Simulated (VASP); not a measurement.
Energy against volume of CsPbCl$_{3}$ (cubic perovskite). These are revTPSS meta-GGA, VASP's PBE PAW potentials (set 64) (plane waves; VASP) values and carry that method's errors.

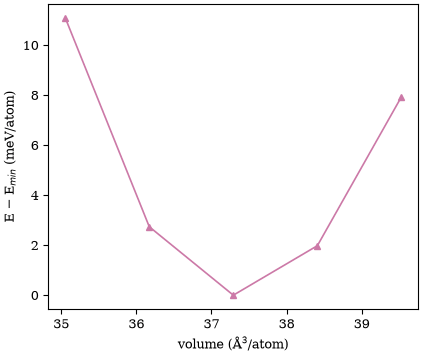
Figure. Energy against volume

Q: Estimate the equilibrium volume and the bulk modulus.

A: The minimum lies near 37.3 Å³/atom, and the curvature gives B0 of about 22 GPa.

The compound is CsPbCl3 in the cubic perovskite structure, the ideal cubic form; the compound distorts at low or room temperature. It was relaxed first, which changed the volume by +6 %.
